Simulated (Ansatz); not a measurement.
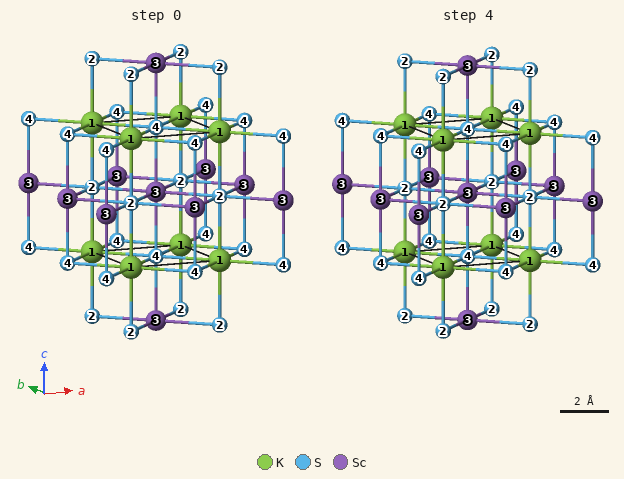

The structure of crystalline KScS₂ (a generated structure, set up in P4/mmm) before (left) and after (right) a relaxation, at one scale.

Style: ball-and-stick. Shown: the cell of the calculation, slightly off an axis.

Computed with Ansatz 0.2.0, DFT, PBEsol, plane waves, PAW. Settings: plane-wave cutoff 420 eV; k-point mesh 6 × 6 × 4; occupations fermi dirac; smearing width 0.02 eV; no spin polarisation; cell and atoms relaxed; force threshold 0.005 eV/Å.

Question: Summarise the run.

Answer: No atom moves by more than 0.005 Å relative to the cell. The drawn cell changes as follows: a = b 4.051 → 3.979 Å (−1.8 %), c 5.482 → 5.416 Å (−1.2 %); the volume changes by −4.7 %. Some distances before and after: K1–S4 2.865 → 2.814 Å, S2–Sc3 2.865 → 2.814 Å, K1–S2 2.741 → 2.708 Å, Sc3–S4 2.741 → 2.708 Å. The space group stays P4/mmm (No. 123). After 3 accepted moves (4 points after the start) the energy has fallen by 9.2 meV per atom. All forces vanish by symmetry, so only the cell relaxes. The pressure goes from −2.69 to −0.01 GPa. The SCF was repeated once at an unchanged geometry on a basis and grid sized afresh for the cell, which shifted the energy by less than 0.05 meV per atom at most. Cost: 6.3 s on 2 threads of Intel(R) Xeon(R) Platinum 8375C CPU @ 2.90GHz (Ice Lake), with other jobs on the host, peak memory 0.56 GiB.
